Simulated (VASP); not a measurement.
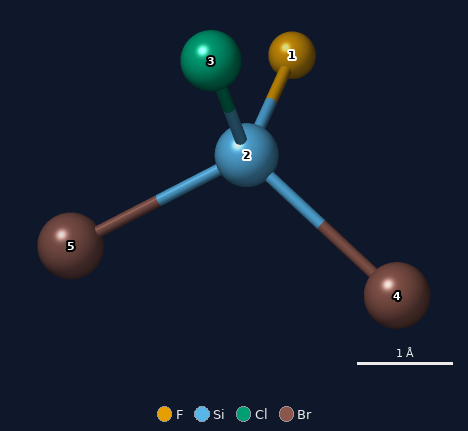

The structure as given in the input (ball-and-stick view of the molecule without its box, seen at a tilt; atoms are numbered from 1 in the order of the input).

# Geometry relaxation, with input and output: SiBr2ClF (part 1 of 3)

- system: SiBr2ClF (5 atoms in the cell)
- method: Kohn-Sham DFT of a periodic cell, PBE, VASP PAW PBE potentials, recommended, no spin polarisation (VASP 6.6.1)

It belongs to a series of runs on one base structure; here: atoms moved at random by about 0.02 A.

### OSZICAR
```
N       E                     dE             d eps       ncg     rms          rms(c)
DAV:   1     0.270910823495E+03    0.27091E+03   -0.93925E+03    56   0.100E+03
DAV:   2     0.737281855548E+02   -0.19718E+03   -0.18861E+03    64   0.165E+02
DAV:   3    -0.115287636265E+02   -0.85257E+02   -0.85034E+02    48   0.111E+02
DAV:   4    -0.205599654715E+02   -0.90312E+01   -0.90110E+01    48   0.468E+01
DAV:   5    -0.206842185509E+02   -0.12425E+00   -0.12419E+00    48   0.557E+00    0.123E+01
DAV:   6    -0.198308840024E+02    0.85333E+00   -0.32083E+00    48   0.129E+01    0.704E+00
DAV:   7    -0.197861193815E+02    0.44765E-01   -0.30440E-01    48   0.355E+00    0.279E+00
DAV:   8    -0.197837202583E+02    0.23991E-02   -0.24028E-02    48   0.106E+00    0.850E-01
DAV:   9    -0.197842065483E+02   -0.48629E-03   -0.26332E-03    48   0.446E-01    0.264E-01
DAV:  10    -0.197850821998E+02   -0.87565E-03   -0.86184E-04    48   0.184E-01    0.130E-01
DAV:  11    -0.197858835240E+02   -0.80132E-03   -0.19144E-04    48   0.123E-01    0.641E-02
DAV:  12    -0.197869134110E+02   -0.10299E-02   -0.18999E-04    48   0.829E-02    0.371E-02
DAV:  13    -0.197875685907E+02   -0.65518E-03   -0.10167E-04    48   0.737E-02    0.189E-02
DAV:  14    -0.197884888119E+02   -0.92022E-03   -0.17759E-04    48   0.623E-02    0.181E-02
DAV:  15    -0.197887570434E+02   -0.26823E-03   -0.30428E-05    48   0.324E-02    0.114E-02
DAV:  16    -0.197890772527E+02   -0.32021E-03   -0.19352E-05    48   0.248E-02    0.965E-03
DAV:  17    -0.197891727540E+02   -0.95501E-04   -0.54675E-06    48   0.164E-02    0.760E-03
DAV:  18    -0.197892448319E+02   -0.72078E-04   -0.30967E-06    48   0.146E-02    0.484E-03
DAV:  19    -0.197893349810E+02   -0.90149E-04   -0.42937E-06    48   0.107E-02    0.224E-03
DAV:  20    -0.197893576308E+02   -0.22650E-04   -0.91012E-07    48   0.510E-03    0.211E-03
DAV:  21    -0.197893879595E+02   -0.30329E-04   -0.18712E-06    44   0.595E-03    0.190E-03
DAV:  22    -0.197893905970E+02   -0.26375E-05   -0.61052E-08    32   0.171E-03    0.104E-03
DAV:  23    -0.197893922624E+02   -0.16654E-05   -0.70873E-08    32   0.185E-03    0.656E-04
DAV:  24    -0.197893945064E+02   -0.22440E-05   -0.60749E-08    28   0.125E-03    0.245E-04
DAV:  25    -0.197893949018E+02   -0.39535E-06   -0.11627E-08    32   0.663E-04    0.238E-04
DAV:  26    -0.197893950731E+02   -0.17136E-06   -0.13626E-09    28   0.411E-04    0.263E-04
DAV:  27    -0.197893952475E+02   -0.17435E-06    0.25340E-10    28   0.539E-04    0.668E-05
DAV:  28    -0.197893952589E+02   -0.11406E-07    0.55987E-09    32   0.287E-04
   1 F= -.19789395E+02 E0= -.19789395E+02  d E =-.197894E+02
       N       E                     dE             d eps       ncg     rms          rms(c)
DAV:   1    -0.197593726151E+02    0.30023E-01   -0.12392E+01    40   0.246E+01    0.255E+00
DAV:   2    -0.197950194552E+02   -0.35647E-01   -0.46628E-01    48   0.482E+00    0.621E-01
DAV:   3    -0.197892366354E+02    0.57828E-02   -0.11225E-02    48   0.955E-01    0.324E-01
DAV:   4    -0.197869748323E+02    0.22618E-02   -0.78756E-03    48   0.713E-01    0.139E-01
DAV:   5    -0.197867613183E+02    0.21351E-03   -0.14277E-03    48   0.285E-01    0.123E-01
DAV:   6    -0.197866792831E+02    0.82035E-04   -0.16743E-04    48   0.117E-01    0.641E-02
DAV:   7    -0.197869136320E+02   -0.23435E-03   -0.95464E-05    48   0.797E-02    0.422E-02
DAV:   8    -0.197872745532E+02   -0.36092E-03   -0.85907E-05    48   0.699E-02    0.148E-02
DAV:   9    -0.197876470317E+02   -0.37248E-03   -0.71107E-05    48   0.518E-02    0.270E-02
DAV:  10    -0.197879011988E+02   -0.25417E-03   -0.26700E-05    48   0.257E-02    0.158E-02
DAV:  11    -0.197880848550E+02   -0.18366E-03   -0.22026E-05    48   0.247E-02    0.427E-03
DAV:  12    -0.197881427385E+02   -0.57883E-04   -0.52855E-06    48   0.134E-02    0.544E-03
DAV:  13    -0.197881911942E+02   -0.48456E-04   -0.35048E-06    48   0.130E-02    0.221E-03
DAV:  14    -0.197882195048E+02   -0.28311E-04   -0.22103E-06    48   0.659E-03    0.230E-03
DAV:  15    -0.197882297332E+02   -0.10228E-04   -0.31885E-07    40   0.402E-03    0.166E-03
DAV:  16    -0.197882425193E+02   -0.12786E-04   -0.75133E-07    48   0.433E-03    0.115E-03
DAV:  17    -0.197882448628E+02   -0.23435E-05   -0.38925E-08    32   0.176E-03    0.462E-04
DAV:  18    -0.197882480001E+02   -0.31373E-05   -0.14620E-07    32   0.175E-03    0.517E-04
DAV:  19    -0.197882484438E+02   -0.44369E-06   -0.15769E-08    32   0.775E-04    0.250E-04
DAV:  20    -0.197882489634E+02   -0.51957E-06   -0.10543E-08    32   0.519E-04    0.886E-05
DAV:  21    -0.197882492148E+02   -0.25139E-06   -0.41755E-09    32   0.434E-04    0.449E-05
DAV:  22    -0.197882492873E+02   -0.72499E-07    0.34454E-09    32   0.268E-04
   2 F= -.19788249E+02 E0= -.19788249E+02  d E =0.114597E-02
       N       E                     dE             d eps       ncg     rms          rms(c)
DAV:   1    -0.198037315692E+02   -0.15482E-01   -0.32814E+00    40   0.128E+01    0.144E+00
DAV:   2    -0.198134730618E+02   -0.97415E-02   -0.12302E-01    48   0.248E+00    0.322E-01
DAV:   3    -0.198121697483E+02    0.13033E-02   -0.29385E-03    48   0.428E-01    0.180E-01
DAV:   4    -0.198113804108E+02    0.78934E-03   -0.13983E-03    48   0.302E-01    0.700E-02
DAV:   5    -0.198112334079E+02    0.14700E-03   -0.34397E-04    56   0.131E-01    0.526E-02
DAV:   6    -0.198112125472E+02    0.20861E-04   -0.42587E-05    48   0.589E-02    0.293E-02
DAV:   7    -0.198112993566E+02   -0.86809E-04   -0.27146E-05    48   0.396E-02    0.164E-02
DAV:   8    -0.198114120124E+02   -0.11266E-03   -0.12623E-05    48   0.251E-02    0.698E-03
DAV:   9    -0.198115617182E+02   -0.14971E-03   -0.12462E-05    48   0.191E-02    0.868E-03
DAV:  10    -0.198116990540E+02   -0.13734E-03   -0.14859E-05    48   0.176E-02    0.634E-03
DAV:  11    -0.198117776707E+02   -0.78617E-04   -0.64123E-06    48   0.104E-02    0.233E-03
DAV:  12    -0.198118066945E+02   -0.29024E-04   -0.16331E-06    48   0.510E-03    0.241E-03
DAV:  13    -0.198118222490E+02   -0.15554E-04   -0.52990E-07    40   0.310E-03    0.180E-03
DAV:  14    -0.198118347496E+02   -0.12501E-04   -0.52979E-07    40   0.326E-03    0.483E-04
DAV:  15    -0.198118384409E+02   -0.36913E-05   -0.83738E-08    32   0.161E-03    0.357E-04
DAV:  16    -0.198118414725E+02   -0.30316E-05   -0.16485E-07    40   0.151E-03    0.357E-04
DAV:  17    -0.198118417032E+02   -0.23075E-06    0.97616E-10    32   0.438E-04    0.272E-04
DAV:  18    -0.198118422066E+02   -0.50338E-06   -0.42100E-09    32   0.440E-04    0.595E-05
DAV:  19    -0.198118423587E+02   -0.15205E-06    0.29969E-09    32   0.296E-04    0.472E-05
DAV:  20    -0.198118423938E+02   -0.35169E-07    0.70590E-09    32   0.178E-04
   3 F= -.19811842E+02 E0= -.19811842E+02  d E =-.224471E-01
       N       E                     dE             d eps       ncg     rms          rms(c)
DAV:   1    -0.198108405642E+02    0.10018E-02   -0.65037E-01    40   0.528E+00    0.681E-01
DAV:   2    -0.198131139761E+02   -0.22734E-02   -0.29080E-02    48   0.120E+00    0.159E-01
DAV:   3    -0.198127503119E+02    0.36366E-03   -0.62770E-04    48   0.195E-01    0.906E-02
DAV:   4    -0.198125016444E+02    0.24867E-03   -0.42101E-04    48   0.151E-01    0.401E-02
DAV:   5    -0.198124824508E+02    0.19194E-04   -0.94214E-05    48   0.688E-02    0.305E-02
DAV:   6    -0.198124817033E+02    0.74749E-06   -0.68464E-06    48   0.202E-02    0.198E-02
DAV:   7    -0.198125121231E+02   -0.30420E-04   -0.70903E-06    48   0.199E-02    0.693E-03
DAV:   8    -0.198125607017E+02   -0.48579E-04   -0.60696E-06    56   0.181E-02    0.489E-03
DAV:   9    -0.198125926365E+02   -0.31935E-04   -0.14913E-06    48   0.663E-03    0.389E-03
DAV:  10    -0.198126400742E+02   -0.47438E-04   -0.32924E-06    48   0.711E-03    0.184E-03
DAV:  11    -0.198126638159E+02   -0.23742E-04   -0.15167E-06    48   0.520E-03    0.841E-04
DAV:  12    -0.198126787925E+02   -0.14977E-04   -0.75646E-07    48   0.352E-03    0.763E-04
DAV:  13    -0.198126849858E+02   -0.61933E-05   -0.21322E-07    40   0.198E-03    0.431E-04
DAV:  14    -0.198126877518E+02   -0.27660E-05   -0.58179E-08    32   0.127E-03    0.308E-04
DAV:  15    -0.198126898681E+02   -0.21163E-05   -0.81993E-08    32   0.116E-03    0.163E-04
DAV:  16    -0.198126905101E+02   -0.64196E-06   -0.20286E-08    32   0.769E-04    0.129E-04
DAV:  17    -0.198126909565E+02   -0.44637E-06   -0.16994E-08    32   0.629E-04    0.882E-05
DAV:  18    -0.198126910227E+02   -0.66241E-07    0.81378E-10    32   0.385E-04
   4 F= -.19812691E+02 E0= -.19812691E+02  d E =-.848629E-03
       N       E                     dE             d eps       ncg     rms          rms(c)
DAV:   1    -0.198137525824E+02   -0.10616E-02   -0.12664E-01    40   0.233E+00    0.309E-01
DAV:   2    -0.198141875526E+02   -0.43497E-03   -0.56086E-03    48   0.528E-01    0.722E-02
DAV:   3    -0.198141178453E+02    0.69707E-04   -0.12007E-04    48   0.848E-02    0.413E-02
DAV:   4    -0.198140663099E+02    0.51535E-04   -0.84255E-05    48   0.680E-02    0.183E-02
DAV:   5    -0.198140615351E+02    0.47748E-05   -0.19121E-05    48   0.305E-02    0.131E-02
DAV:   6    -0.198140617060E+02   -0.17081E-06   -0.15278E-06    48   0.937E-03    0.848E-03
DAV:   7    -0.198140687727E+02   -0.70668E-05   -0.12340E-06    48   0.841E-03    0.315E-03
DAV:   8    -0.198140809499E+02   -0.12177E-04   -0.12852E-06    56   0.809E-03    0.200E-03
DAV:   9    -0.198140902592E+02   -0.93093E-05   -0.44823E-07    48   0.342E-03    0.159E-03
DAV:  10    -0.198141013856E+02   -0.11126E-04   -0.70404E-07    48   0.338E-03    0.918E-04
DAV:  11    -0.198141078605E+02   -0.64748E-05   -0.36492E-07    48   0.248E-03    0.327E-04
DAV:  12    -0.198141126480E+02   -0.47875E-05   -0.23907E-07    40   0.197E-03    0.391E-04
DAV:  13    -0.198141140507E+02   -0.14027E-05   -0.31698E-08    32   0.900E-04    0.262E-04
DAV:  14    -0.198141151757E+02   -0.11250E-05   -0.29420E-08    32   0.821E-04    0.114E-04
DAV:  15    -0.198141156154E+02   -0.43963E-06   -0.82962E-09    32   0.529E-04    0.753E-05
DAV:  16    -0.198141158299E+02   -0.21457E-06    0.30585E-10    32   0.382E-04    0.656E-05
DAV:  17    -0.198141159785E+02   -0.14858E-06    0.16977E-10    32   0.303E-04    0.585E-05
DAV:  18    -0.198141160159E+02   -0.37386E-07    0.61938E-09    32   0.203E-04
   5 F= -.19814116E+02 E0= -.19814116E+02  d E =-.227362E-02
       N       E                     dE             d eps       ncg     rms          rms(c)
DAV:   1    -0.198144647930E+02   -0.34881E-03   -0.16411E-01    40   0.297E+00    0.206E-01
DAV:   2    -0.198148956135E+02   -0.43082E-03   -0.54651E-03    48   0.517E-01    0.564E-02
DAV:   3    -0.198148507447E+02    0.44869E-04   -0.98226E-05    48   0.822E-02    0.364E-02
DAV:   4    -0.198148234297E+02    0.27315E-04   -0.65298E-05    48   0.613E-02    0.147E-02
DAV:   5    -0.198148182402E+02    0.51896E-05   -0.13610E-05    48   0.283E-02    0.781E-03
DAV:   6    -0.198148171839E+02    0.10563E-05   -0.85466E-07    48   0.724E-03    0.446E-03
DAV:   7    -0.198148200867E+02   -0.29029E-05   -0.13335E-06    44   0.836E-03    0.204E-03
DAV:   8    -0.198148232028E+02   -0.31161E-05   -0.33608E-07    40   0.357E-03    0.100E-03
DAV:   9    -0.198148304292E+02   -0.72264E-05   -0.45244E-07    44   0.377E-03    0.976E-04
DAV:  10    -0.198148360227E+02   -0.55935E-05   -0.38489E-07    40   0.273E-03    0.697E-04
DAV:  11    -0.198148396984E+02   -0.36757E-05   -0.12555E-07    32   0.188E-03    0.524E-04
DAV:  12    -0.198148426317E+02   -0.29333E-05   -0.15393E-07    40   0.144E-03    0.275E-04
DAV:  13    -0.198148439203E+02   -0.12886E-05   -0.20044E-08    32   0.743E-04    0.175E-04
DAV:  14    -0.198148452272E+02   -0.13069E-05   -0.49640E-08    32   0.793E-04    0.990E-05
DAV:  15    -0.198148457906E+02   -0.56346E-06   -0.10540E-08    32   0.535E-04    0.745E-05
DAV:  16    -0.198148460376E+02   -0.24701E-06   -0.10814E-09    32   0.386E-04    0.332E-05
DAV:  17    -0.198148461667E+02   -0.12906E-06    0.23395E-11    32   0.321E-04    0.246E-05
DAV:  18    -0.198148461874E+02   -0.20694E-07    0.62894E-09    32   0.192E-04
   6 F= -.19814846E+02 E0= -.19814846E+02  d E =-.730171E-03
       N       E                     dE             d eps       ncg     rms          rms(c)
DAV:   1    -0.198148487925E+02   -0.26258E-05   -0.27312E-03    48   0.384E-01    0.266E-02
DAV:   2    -0.198148552785E+02   -0.64860E-05   -0.90672E-05    44   0.667E-02    0.726E-03
DAV:   3    -0.198148544494E+02    0.82907E-06   -0.16043E-06    48   0.105E-02    0.471E-03
DAV:   4    -0.198148539312E+02    0.51822E-06   -0.10600E-06    44   0.787E-03    0.188E-03
DAV:   5    -0.198148537425E+02    0.18869E-06   -0.20214E-07    40   0.364E-03    0.931E-04
DAV:   6    -0.198148536617E+02    0.80847E-07   -0.19062E-08    32   0.121E-03
   7 F= -.19814854E+02 E0= -.19814854E+02  d E =-.737646E-03
       N       E                     dE             d eps       ncg     rms          rms(c)
DAV:   1    -0.198149366433E+02   -0.82901E-04   -0.43410E-02    40   0.152E+00    0.753E-02
DAV:   2    -0.198150593234E+02   -0.12268E-03   -0.13793E-03    48   0.255E-01    0.237E-02
DAV:   3    -0.198150528683E+02    0.64551E-05   -0.20811E-05    48   0.363E-02    0.166E-02
DAV:   4    -0.198150490022E+02    0.38661E-05   -0.13452E-05    48   0.278E-02    0.747E-03
DAV:   5    -0.198150487357E+02    0.26646E-06   -0.28687E-06    48   0.115E-02    0.329E-03
DAV:   6    -0.198150484636E+02    0.27211E-06   -0.10702E-07    32   0.334E-03    0.232E-03
DAV:   7    -0.198150484300E+02    0.33592E-07   -0.19328E-07    40   0.366E-03
   8 F= -.19815048E+02 E0= -.19815048E+02  d E =-.194768E-03
       N       E                     dE             d eps       ncg     rms          rms(c)
DAV:   1    -0.198148834672E+02    0.16500E-03   -0.78120E-02    40   0.204E+00    0.101E-01
DAV:   2    -0.198151033155E+02   -0.21985E-03   -0.24799E-03    48   0.342E-01    0.317E-02
DAV:   3    -0.198150908530E+02    0.12462E-04   -0.37197E-05    48   0.485E-02    0.222E-02
DAV:   4    -0.198150826371E+02    0.82159E-05   -0.24193E-05    48   0.373E-02    0.999E-03
DAV:   5    -0.198150824660E+02    0.17109E-06   -0.52046E-06    48   0.155E-02    0.441E-03
DAV:   6    -0.198150823778E+02    0.88241E-07   -0.19934E-07    32   0.448E-03
   9 F= -.19815082E+02 E0= -.19815082E+02  d E =-.228716E-03
       N       E                     dE             d eps       ncg     rms          rms(c)
DAV:   1    -0.198150754019E+02    0.70642E-05   -0.87449E-03    40   0.681E-01    0.329E-02
DAV:   2    -0.198151018705E+02   -0.26469E-04   -0.27400E-04    48   0.114E-01    0.107E-02
DAV:   3    -0.198151021281E+02   -0.25766E-06   -0.40578E-06    48   0.161E-02    0.750E-03
DAV:   4    -0.198151042736E+02   -0.21454E-05   -0.27471E-06    48   0.125E-02    0.339E-03
DAV:   5    -0.198151052411E+02   -0.96749E-06   -0.56807E-07    48   0.506E-03    0.146E-03
DAV:   6    -0.198151059420E+02   -0.70091E-06   -0.20221E-08    32   0.144E-03    0.101E-03
DAV:   7    -0.198151068852E+02   -0.94321E-06   -0.35665E-08    32   0.125E-03    0.532E-04
DAV:   8    -0.198151073369E+02   -0.45168E-06   -0.93845E-09    32   0.744E-04    0.147E-04
DAV:   9    -0.198151076030E+02   -0.26617E-06    0.15954E-09    32   0.432E-04    0.858E-05
DAV:  10    -0.198151080093E+02   -0.40630E-06   -0.36406E-09    32   0.414E-04    0.463E-05
DAV:  11    -0.198151082146E+02   -0.20530E-06    0.23937E-09    32   0.324E-04    0.453E-05
DAV:  12    -0.198151083137E+02   -0.99085E-07    0.49357E-09    32   0.228E-04
  10 F= -.19815108E+02 E0= -.19815108E+02  d E =-.254652E-03
       N       E                     dE             d eps       ncg     rms          rms(c)
DAV:   1    -0.198150703744E+02    0.37840E-04   -0.50646E-02    40   0.165E+00    0.855E-02
DAV:   2    -0.198152081524E+02   -0.13778E-03   -0.15920E-03    48   0.273E-01    0.276E-02
DAV:   3    -0.198151998725E+02    0.82798E-05   -0.22317E-05    48   0.390E-02    0.190E-02
DAV:   4    -0.198151949601E+02    0.49124E-05   -0.11312E-05    48   0.261E-02    0.825E-03
DAV:   5    -0.198151939533E+02    0.10068E-05   -0.29909E-06    48   0.136E-02    0.306E-03
DAV:   6    -0.198151937134E+02    0.23990E-06   -0.25174E-07    40   0.409E-03    0.206E-03
DAV:   7    -0.198151939889E+02   -0.27551E-06   -0.11169E-07    32   0.274E-03    0.101E-03
DAV:   8    -0.198151947817E+02   -0.79277E-06   -0.13848E-07    32   0.268E-03    0.485E-04
DAV:   9    -0.198151959060E+02   -0.11244E-05   -0.67832E-08    28   0.177E-03    0.423E-04
DAV:  10    -0.198151972996E+02   -0.13935E-05   -0.86772E-08    32   0.138E-03    0.233E-04
DAV:  11    -0.198151983114E+02   -0.10119E-05   -0.54544E-08    32   0.112E-03    0.184E-04
DAV:  12    -0.198151990222E+02   -0.71075E-06   -0.33889E-08    32   0.861E-04    0.853E-05
DAV:  13    -0.198151994986E+02   -0.47645E-06   -0.19575E-08    32   0.703E-04    0.778E-05
DAV:  14    -0.198151997573E+02   -0.25868E-06   -0.85869E-09    32   0.511E-04    0.531E-05
DAV:  15    -0.198151998437E+02   -0.86370E-07    0.18493E-09    32   0.332E-04
  11 F= -.19815200E+02 E0= -.19815200E+02  d E =-.915300E-04
       N       E                     dE             d eps       ncg     rms          rms(c)
DAV:   1    -0.198151999910E+02   -0.23372E-06   -0.87404E-04    44   0.216E-01    0.112E-02
DAV:   2    -0.198152022824E+02   -0.22914E-05   -0.27504E-05    48   0.358E-02    0.362E-03
DAV:   3    -0.198152020845E+02    0.19795E-06   -0.37764E-07    48   0.514E-03    0.248E-03
DAV:   4    -0.198152019673E+02    0.11716E-06   -0.16310E-07    32   0.341E-03    0.107E-03
DAV:   5    -0.198152019260E+02    0.41313E-07   -0.63458E-08    32   0.218E-03
  12 F= -.19815202E+02 E0= -.19815202E+02  d E =-.936123E-04
       N       E                     dE             d eps       ncg     rms          rms(c)
DAV:   1    -0.198151648078E+02    0.37160E-04   -0.15323E-02    40   0.920E-01    0.563E-02
DAV:   2    -0.198152049139E+02   -0.40106E-04   -0.48108E-04    48   0.154E-01    0.167E-02
DAV:   3    -0.198152016525E+02    0.32614E-05   -0.74129E-06    48   0.248E-02    0.983E-03
DAV:   4    -0.198151994517E+02    0.22008E-05   -0.48198E-06    44   0.207E-02    0.339E-03
DAV:   5    -0.198151987717E+02    0.68007E-06   -0.14047E-06    48   0.816E-03    0.248E-03
DAV:   6    -0.198151984636E+02    0.30806E-06   -0.80989E-08    32   0.241E-03    0.137E-03
DAV:   7    -0.198151985515E+02   -0.87934E-07   -0.46620E-08    28   0.186E-03
  13 F= -.19815199E+02 E0= -.19815199E+02  d E =0.337445E-05
       N       E                     dE             d eps       ncg     rms          rms(c)
DAV:   1    -0.198152051213E+02   -0.66577E-05   -0.43977E-03    40   0.492E-01    0.303E-02
DAV:   2    -0.198152169883E+02   -0.11867E-04   -0.13768E-04    44   0.823E-02    0.899E-03
DAV:   3    -0.198152168953E+02    0.93019E-07   -0.21217E-06    48   0.134E-02    0.524E-03
DAV:   4    -0.198152175408E+02   -0.64552E-06   -0.14146E-06    44   0.110E-02    0.183E-03
DAV:   5    -0.198152178342E+02   -0.29340E-06   -0.38290E-07    48   0.430E-03    0.133E-03
DAV:   6    -0.198152179600E+02   -0.12578E-06   -0.17687E-08    32   0.127E-03    0.711E-04
DAV:   7    -0.198152181013E+02   -0.14134E-06   -0.64792E-09    32   0.897E-04    0.317E-04
DAV:   8    -0.198152181614E+02   -0.60055E-07   -0.28805E-09    32   0.763E-04
  14 F= -.19815218E+02 E0= -.19815218E+02  d E =-.162354E-04
```
